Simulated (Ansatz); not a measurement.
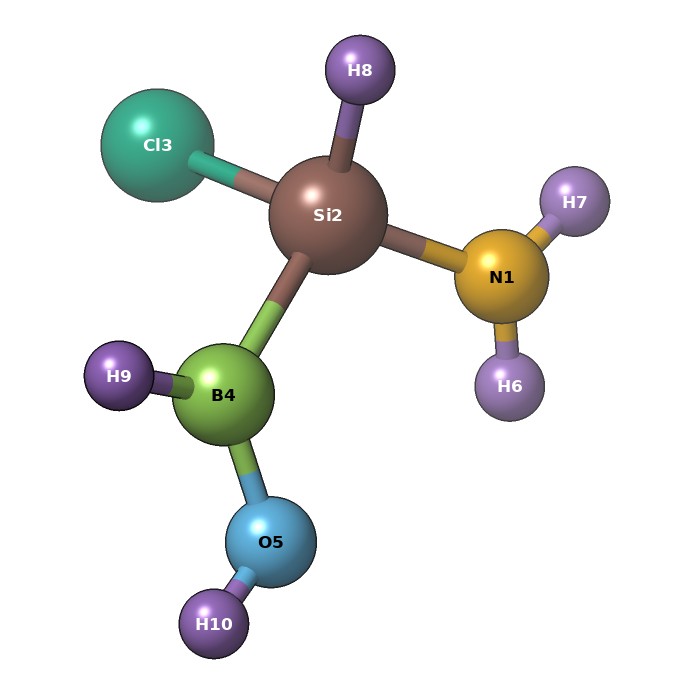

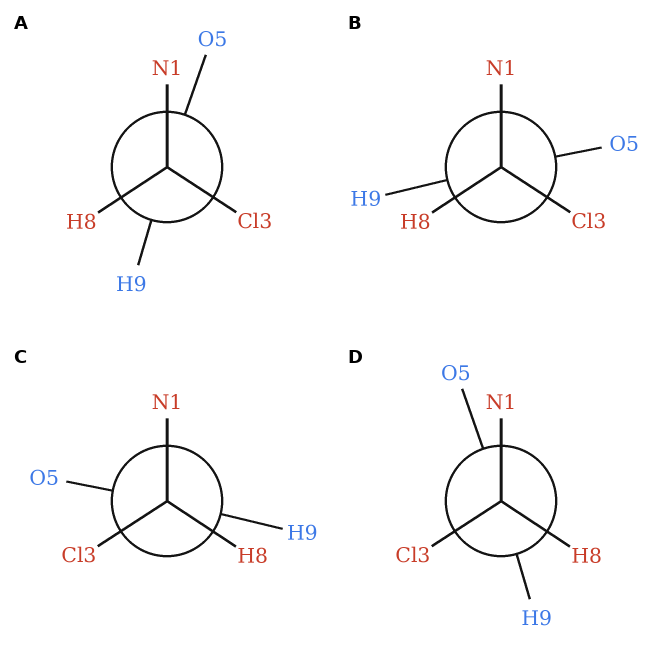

Distant atoms are faded towards the background colour. Bonds that would overlap in a projection are set slightly apart. The computed structure is the end point of a PBE0-D4/def2-TZVP optimisation. No frequency run is at hand to confirm it as a minimum.

> Which Newman projection shows the view along Si2–B4, with Si2 in front?

D. The torsion angle Cl3–Si2–B4–O5 is 104°, anticlinal.
